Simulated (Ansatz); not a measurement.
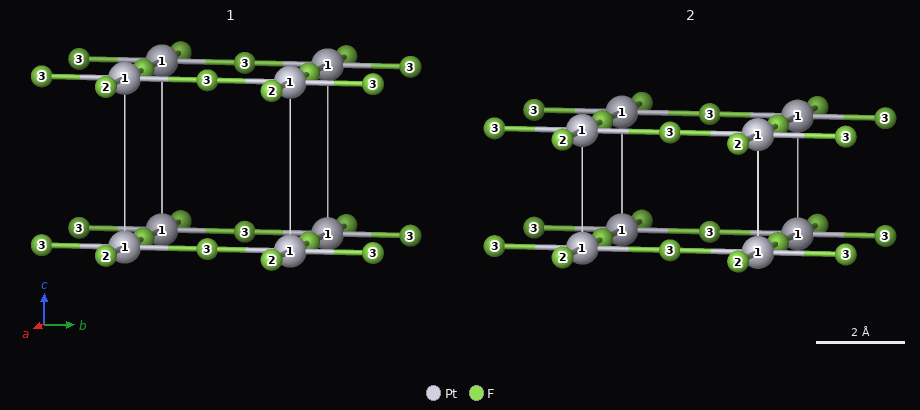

Two geometries of solid PtF2 (a generated structure, set up in P4/mmm) (coarse preliminary run), drawn at one scale. One is the start of a relaxation, the other its converged end. Style: ball-and-stick. Shown: the cell of the calculation, slightly off an axis.

Level of theory: Ansatz 0.2.0, DFT PBE, scalar-relativistic, plane waves, PAW. Set-up: plane-wave cutoff 420 eV; k-point mesh 4 × 4 × 4; occupations gaussian; smearing width 0.1 eV; no spin polarisation; cell and atoms relaxed; force threshold 0.04 eV/Å; at most 70 steps.

**Which geometry has the lower energy?**

Structure 2 is the relaxed one. The atoms keep their places relative to the cell (all moves are under 0.005 Å). Cell: a = b 3.876 → 4.110 Å (+6.0 %), c 3.876 → 2.704 Å (−30.2 %). Volume −21.6 %. Some distances before and after: Pt1–Pt1 3.876 → 2.704 Å, Pt1–F2 1.938 → 2.055 Å. The space group stays P4/mmm (No. 123). After 9 accepted moves (12 points after the start) the energy has fallen by 261 meV per atom. All forces vanish by symmetry, so only the cell relaxes. The pressure goes from 9.45 to 0.00 GPa. The line search rejected the trial step at point 8 of the run. The SCF was repeated twice at an unchanged geometry on a basis and grid sized afresh for the cell, which shifted the energy by 2.9 meV per atom at most. The run took 32 s on 1 thread of Arm Neoverse N1, with other jobs on the host, peak memory 0.3 GiB.

Limits of the set-up: the k-point mesh is coarse for a cell with partly filled bands.
